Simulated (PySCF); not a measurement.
**PH (SMILES [PH]) at U-wB97M-V/cc-pVTZ**

Aim: the vertical ionisation energy of PH at U-wB97M-V/cc-pVTZ, from 2 runs. The job is set up through a Python script.

Program for the calculation: PySCF 2.14.0.

4 further runs of the same task are left out: 4 set aside as unsound or not needed.

### Step 1. The structure to begin with

PH has 2 atoms, charge 0, and is taken as a triplet. SMILES: `[PH]`. Geometry: relaxed at PBE0-D4/def2-TZVP.

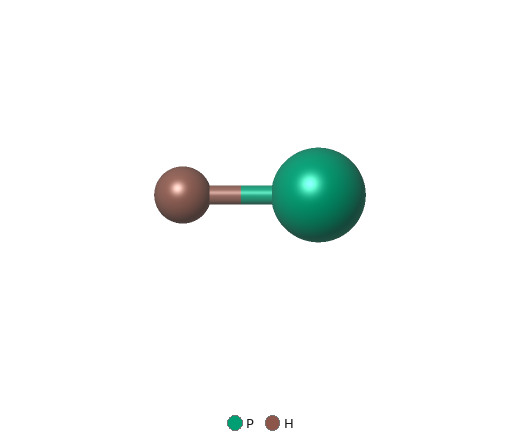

Viewed from a chosen angle; phosphorus teal, hydrogen brown.

### Step 2. The energy at U-wB97M-V/cc-pVTZ

input.py reads:

```python
from pyscf import gto, dft

mol = gto.M(
    atom=[
    ('P', (-0.000000, -0.000000, -0.014610)),
    ('H', (0.000000, 0.000000, 1.413680)),
],
    spin=2,
    basis='cc-pvtz',
    max_memory=1860,
    verbose=3,
)

mf = dft.UKS(mol, xc='wb97m-v')
mf.conv_tol = 1e-10
mf.grids.level = 5
mf.nlcgrids.level = 1
mf.kernel()
if not mf.converged:
    mf = mf.newton().run(mf.mo_coeff, mf.mo_occ)

energy = mf.e_tot
print('E(%s) = %.9f' % ('WB97M-V', energy))
```

The run is started by

```console
$ OMP_NUM_THREADS=1 python input.py
```

Output:

```text
WARN: HOMO -0.194593896613376 >= LUMO -0.19459389661338

converged SCF energy = -341.860989651507  <S^2> = 2.0037741  2S+1 = 3.002515
E(WB97M-V) = -341.860989652
```

Run time: 9.6 s. Hardware: 1 thread of Arm Neoverse V2, shared host; peak memory 0.28 GiB.

### Step 3. The doublet cation

input.py reads:

```python
from pyscf import gto, dft

mol = gto.M(
    atom='''
P    0.000000   0.000000  -0.014610
H    0.000000   0.000000   1.413680
''',
    max_memory=1860,
    verbose=3,
    basis='cc-pvtz',
    charge=1,
    spin=1,
)

myscf = dft.UKS(mol, xc='wb97m-v')
myscf.nlcgrids.level = 1
myscf.conv_tol = 1e-10
myscf.grids.level = 5
myscf.kernel()
if not myscf.converged:
    myscf = myscf.newton().run(myscf.mo_coeff, myscf.mo_occ)

e_tot = myscf.e_tot
print('E(%s) = %.9f' % ('WB97M-V', e_tot))
```

The run is started by

```console
$ OMP_NUM_THREADS=1 python input.py
```

Output:

```text
converged SCF energy = -341.494071079237  <S^2> = 0.7522001  2S+1 = 2.0021989
E(WB97M-V) = -341.494071079
```

Wall time 9.3 s (1 thread of Arm Neoverse V2, shared host); peak memory 0.29 GiB.

### Step 4. What came out

Level: U-wB97M-V/cc-pVTZ.

```
                                          quantity          value
                          triplet PH: total energy  -341.86099 Eh
                         triplet PH: dipole moment         0.42 D
    triplet PH: HOMO energy (highest over α and β)       -9.20 eV
     triplet PH: LUMO energy (lowest over α and β)       -0.95 eV
                                  triplet PH: ⟨S²⟩          2.004
                      doublet cation: total energy  -341.49407 Eh
doublet cation: HOMO energy (highest over α and β)      -17.76 eV
 doublet cation: LUMO energy (lowest over α and β)      -10.71 eV
                              doublet cation: ⟨S²⟩          0.752
vertical ionisation energy (to the doublet cation)       9.984 eV
```

In words: The vertical ionisation energy comes to 9.98 eV (963 kJ/mol).
